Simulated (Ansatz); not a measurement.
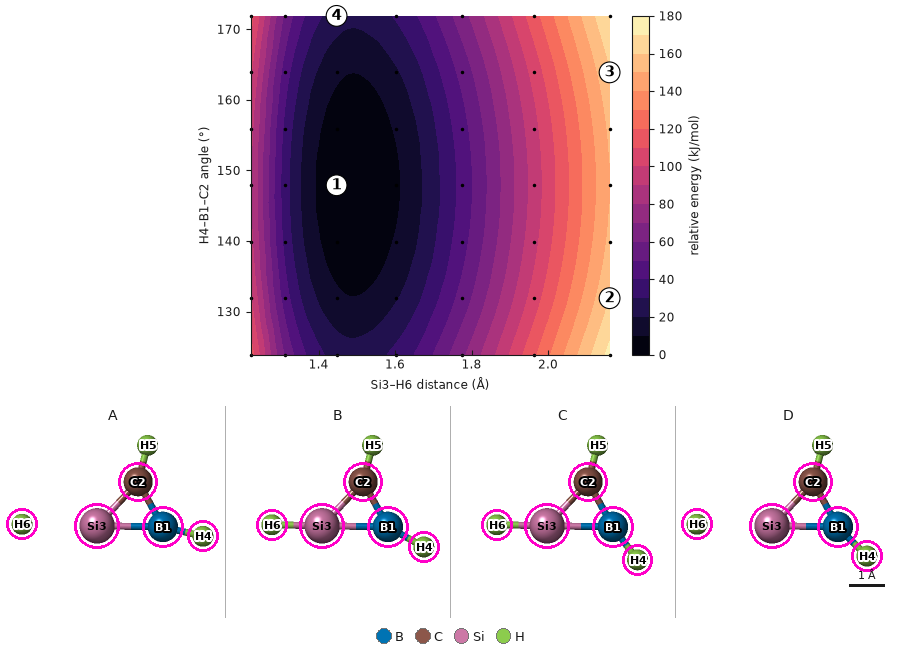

CH$_{3}$BSi: the Si3–H6 distance and the H4–B1–C2 angle are varied on a grid, with the rest of the molecule carried along rigidly. The map is interpolated between the computed points (dots). The frames are shuffled; each belongs to one numbered point. A ball-and-stick model, seen face on. The ringed atoms are those of the scanned coordinates.

Computed with Ansatz: r2SCAN-D4, basis def2-TZVPP, on geometries moved rigidly from the minimum at PBE0-D4/def2-TZVP. Energies are counted from the PBE0-D4/def2-TZVP minimum geometry at the same level.

### Which frame belongs to which numbered point?

Point 1 is frame B, at (1.447, 147.9) and 1.7 kJ/mol; 2 is frame A, at (2.161, 131.9) and 160.1 kJ/mol; 3 is frame D, at (2.161, 163.9) and 158.9 kJ/mol; 4 is frame C, at (1.447, 171.9) and 24.8 kJ/mol. In pairs of (Si3–H6 distance (Å); H4–B1–C2 angle (°)): the lowest computed point lies at (1.447, 147.9) (1.7 kJ/mol), the highest at (2.161, 123.9) (173.2 kJ/mol).  Over the ranges scanned the energy rises more along the first axis, the Si3–H6 distance.
